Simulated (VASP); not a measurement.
Band structure of Sn$_{2}$Ge$_{6}$ (ordered alloy cell). All values below come from PBEsol GGA, VASP's PBE PAW potentials (set 64) (plane waves; VASP).

Unless said otherwise, spin-orbit coupling is left out, though it shifts the bands of the heavy elements here.

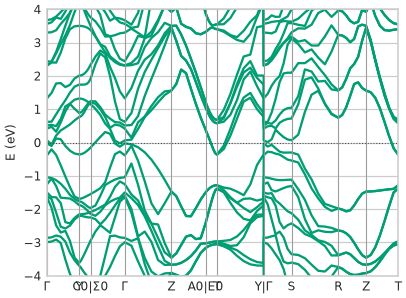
Figure: Bands along high-symmetry lines, zero at the valence-band maximum or, without a gap, the Fermi level

Problem. Read the plot: is there a gap, and where are the band edges?

Solution. It has no gap at this level: it comes out as a metal or semimetal. (Edges off the drawn lines would not show.)

The structure was generated: Sn2Ge6 was put into an ordered model structure (Cmcm), which need not be its known phase. It was relaxed first.
